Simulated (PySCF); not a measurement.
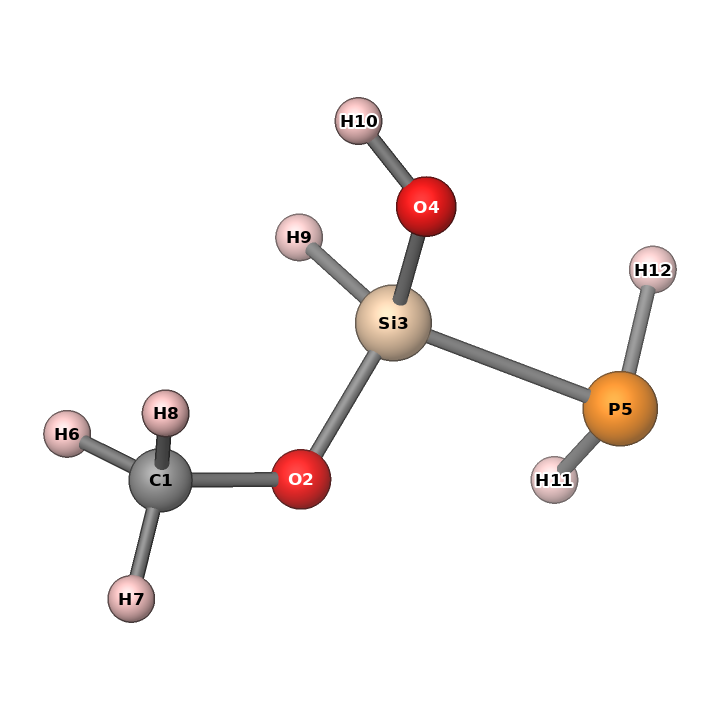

Distant atoms are faded towards the background colour. The geometry was computed by an optimisation with PBE0-D3(BJ)/def2-SVP. No frequency run is at hand to confirm it as a minimum.

### Find the stereocentres and stereogenic double bonds.

Centres: Si3.

### What are the Cahn–Ingold–Prelog descriptors?

Si3: R (priorities P5 > O2 > O4 > H9).

### Give a SMILES with the stereochemistry.

CO[Si@@H](O)P
